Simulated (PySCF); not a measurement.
C₅H₁₁O₂Si (SMILES CC/C(=C\OC)O[SiH2]) (doublet)

```json
{"atom": "C", "x (Å)": "1.5556", "y (Å)": "1.8348", "z (Å)": "0.8371"}
{"atom": "C", "x (Å)": "0.6494", "y (Å)": "1.4788", "z (Å)": "-0.3413"}
{"atom": "C", "x (Å)": "0.4068", "y (Å)": "-0.0025", "z (Å)": "-0.4048"}
{"atom": "C", "x (Å)": "-0.7419", "y (Å)": "-0.5781", "z (Å)": "-0.0465"}
{"atom": "O", "x (Å)": "-1.8037", "y (Å)": "0.1519", "z (Å)": "0.4313"}
{"atom": "C", "x (Å)": "-3.0518", "y (Å)": "-0.4820", "z (Å)": "0.3012"}
{"atom": "O", "x (Å)": "1.4697", "y (Å)": "-0.7207", "z (Å)": "-0.8157"}
{"atom": "Si", "x (Å)": "1.8030", "y (Å)": "-2.2830", "z (Å)": "-1.1270"}
{"atom": "H", "x (Å)": "1.0803", "y (Å)": "1.5516", "z (Å)": "1.7732"}
{"atom": "H", "x (Å)": "1.7537", "y (Å)": "2.9039", "z (Å)": "0.8549"}
{"atom": "H", "x (Å)": "2.5028", "y (Å)": "1.3064", "z (Å)": "0.7541"}
{"atom": "H", "x (Å)": "1.1254", "y (Å)": "1.7958", "z (Å)": "-1.2724"}
{"atom": "H", "x (Å)": "-0.3131", "y (Å)": "1.9792", "z (Å)": "-0.2396"}
{"atom": "H", "x (Å)": "-0.8765", "y (Å)": "-1.6515", "z (Å)": "-0.1083"}
{"atom": "H", "x (Å)": "-3.7823", "y (Å)": "0.1784", "z (Å)": "0.7656"}
{"atom": "H", "x (Å)": "-3.0623", "y (Å)": "-1.4521", "z (Å)": "0.8115"}
{"atom": "H", "x (Å)": "-3.3163", "y (Å)": "-0.6324", "z (Å)": "-0.7515"}
{"atom": "H", "x (Å)": "1.3608", "y (Å)": "-3.1905", "z (Å)": "-0.0752"}
{"atom": "H", "x (Å)": "3.2304", "y (Å)": "-2.1792", "z (Å)": "-1.3542"}
```

Geometry: GFN2-xTB.

These are results of PySCF, UKS B3LYP, pcH-1 on C H O Si, non-relativistic, mean-field spin-orbit, GIAO, not measurements.

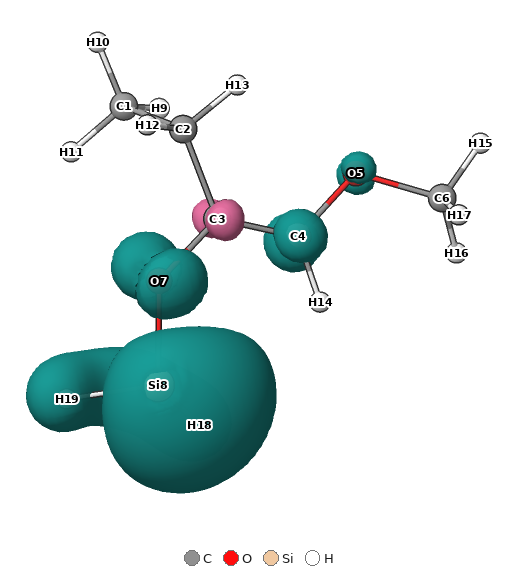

Figure 1. Isosurfaces of the spin density at +0.015 (teal) and −0.015 e/Å³ (pink), seen across its widest extent.

Question: Where is the unpaired spin?

Answer: The unpaired spin (1 electron) lies mostly on Si8 (about 0.7) and O7 (about 0.1), in electrons by Hirshfeld's partition.

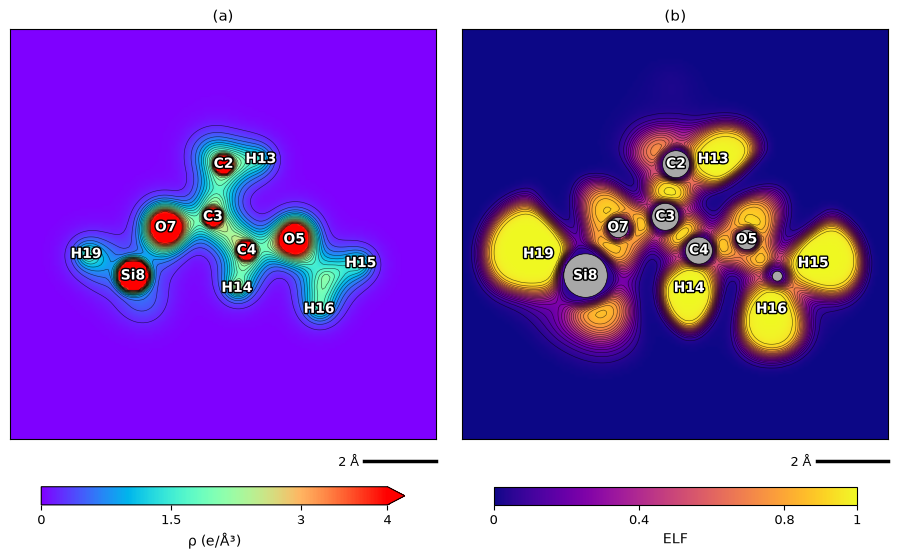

Figure 2. (a) total electron density; (b) ELF on the plane of atoms C2, C3 and O7. Grey discs cover the atomic cores in the ELF map.

Question: What do the fields say about this system?

Answer:
- The plane passes through C, O, Si and H nuclei.
- C–C (1.33 Å): ρ at the midpoint is about 2.3 e/Å³; the ELF peaks at about 0.95 between the atoms: a short, multiple covalent bond.
- C–O (1.35 Å): ρ is about 2.3 e/Å³ halfway, with its minimum of 1.9 e/Å³ about 0.5 Å from C; the ELF peaks at about 0.90 between the atoms, as expected for a polar covalent bond.
- Si–O (1.63 Å): ρ is about 1.1 e/Å³ halfway; the ELF peaks at about 0.85 between the atoms; a short, strongly polar bond.
- C–H (1.08 Å): ρ at the midpoint is about 2.1 e/Å³; the ELF climbs to about 1 towards the hydrogen, as it does in any bond to H; a covalent bond by its length.
- C–C (1.50 Å): ρ at the midpoint is about 1.7 e/Å³; the ELF peaks at about 0.95 between the atoms: a shared electron pair.
- The ELF also peaks beside O5 and O7, away from the bonds: non-bonding electrons, paired or unpaired.

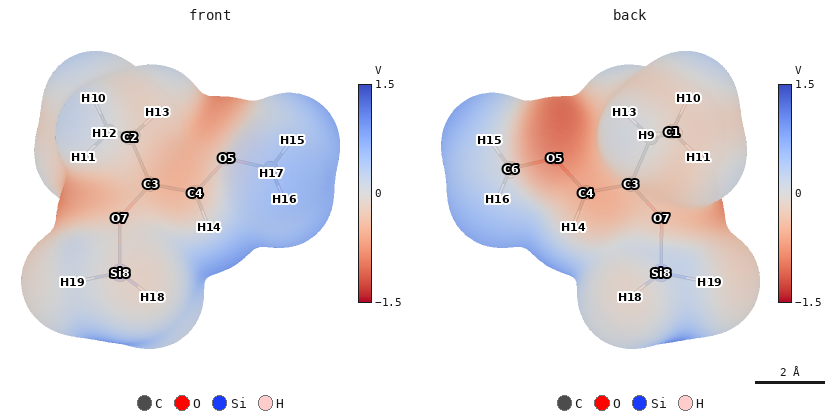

Figure 3. The molecular electrostatic potential painted on the density surface at 0.001 e/bohr³, seen from the front and from behind; the colour scale runs from red (negative) to blue (positive).

Question: Where is the surface potential most negative and most positive?

Answer: The most negative region (about −1.0 V) lies over O5, the most positive (about +0.9 V) over Si8. O5 is the likeliest acceptor of a hydrogen bond.
